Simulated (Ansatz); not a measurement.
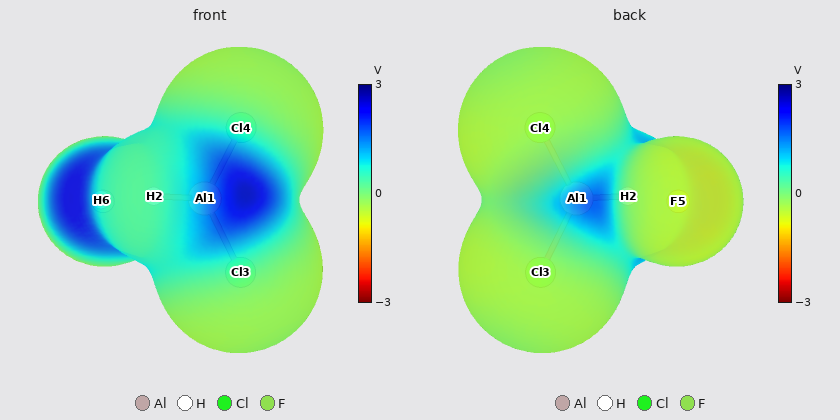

AlCl2H···HF. The molecular electrostatic potential painted on the density surface at 0.001 e/bohr³, seen from the front and from behind; the colour scale runs from red (negative) to blue (positive).

Level of theory: RKS B3LYP-D4/def2-SVP in Ansatz 0.2.0.

Input

```
crystal:
  periodic: [false, false, false]
  atoms:
    - { symbol: Al, position_ang: [0.0, 0.0, 0.0] }
    - { symbol: H, position_ang: [0.0, 0.0, 1.91] }
    - { symbol: Cl, position_ang: [1.9312, 0.0, -1.115] }
    - { symbol: Cl, position_ang: [-1.9312, 0.0, -1.115] }
    - { symbol: F, position_ang: [0.0832, -1.8866, 0.6275] }
    - { symbol: H, position_ang: [0.0446, -1.0119, 1.7645] }
basis:
  gaussian: { orbitals: def2-SVP }
hamiltonian:
  xc: b3lyp
  dispersion: d4
relax:
  f_tol: 0.15
  max_steps: 25
  restrain:
    - { distance: [0, 4], at: 2.89, k: 30.0 }
    - { distance: [5, 1], at: 1.86, k: 30.0 }
    - { distance: [0, 1], at: 1.56, k: 30.0 }
    - { distance: [5, 4], at: 0.92, k: 30.0 }
output:
  orbitals: {}
```

Run with:

```sh
ansatz run input.yaml --threads 1 --pin off --max-ram 2048MiB --backend cpu --events-out ev --progress --plain --runs-dir out
```

The fields are those of the run's last geometry, not of the input's.

Question: Which sites attract a positive test charge, and which a negative one?

Answer: A positive charge is drawn to the negative regions and a negative charge to the positive ones. The most negative region (about −0.7 V) lies over F5, the most positive (about +2.4 V) over Al1.
